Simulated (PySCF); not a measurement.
C$_{3}$H$_{8}$OSSe

```yaml
atoms:
  - { symbol: C, position_ang: [2.0719, 0.7791, -0.4095] }
  - { symbol: S, position_ang: [0.7395, 1.0998, 0.7803] }
  - { symbol: C, position_ang: [0.2386, -0.5830, 1.1616] }
  - { symbol: Se, position_ang: [-0.9725, -1.4237, -0.2254] }
  - { symbol: C, position_ang: [-2.2569, 0.0536, -0.2725] }
  - { symbol: O, position_ang: [-0.1691, -1.2699, -1.6045] }
  - { symbol: H, position_ang: [1.6801, 0.1799, -1.2238] }
  - { symbol: H, position_ang: [2.8883, 0.2731, 0.0989] }
  - { symbol: H, position_ang: [2.3986, 1.7478, -0.7726] }
  - { symbol: H, position_ang: [-0.3103, -0.5676, 2.0994] }
  - { symbol: H, position_ang: [1.1186, -1.2219, 1.2406] }
  - { symbol: H, position_ang: [-2.9010, -0.1175, -1.1328] }
  - { symbol: H, position_ang: [-1.6904, 0.9755, -0.4058] }
  - { symbol: H, position_ang: [-2.8362, 0.0744, 0.6440] }
```

Geometry: GFN2-xTB.

Level of theory: PySCF, wB97X-D/def2-SVPD, SCF density, gas phase.

What will maps of the electron density and electron localisation function show?

Se–O (1.60 Å): the density is about 1.7 e/Å³ at the midpoint; the ELF peaks at about 0.75 in the valence shell of O, 0.6 Å from its nucleus, and is about 0.50 at the midpoint.
C–H (1.09 Å): ρ is about 2 e/Å³ halfway; the ELF climbs to about 1 towards the hydrogen, as it does in any bond to H (a covalent bond by its length).
C–Se (2.02 Å): the density is about 0.93 e/Å³ at the midpoint; the ELF peaks at about 0.90 between the atoms; localised, covalent bonding.

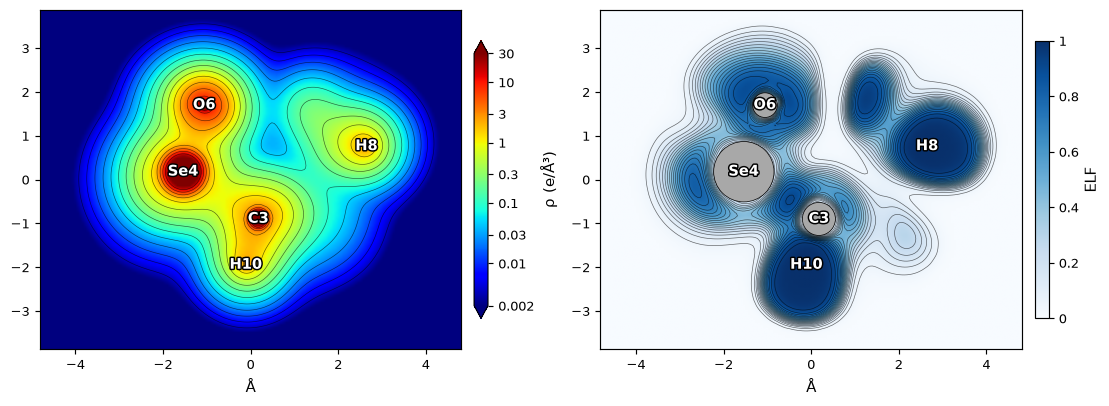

Computed electron density and electron localisation function on the plane of atoms Se4, C3 and H10, in this order. Grey discs cover the atomic cores in the ELF map. 
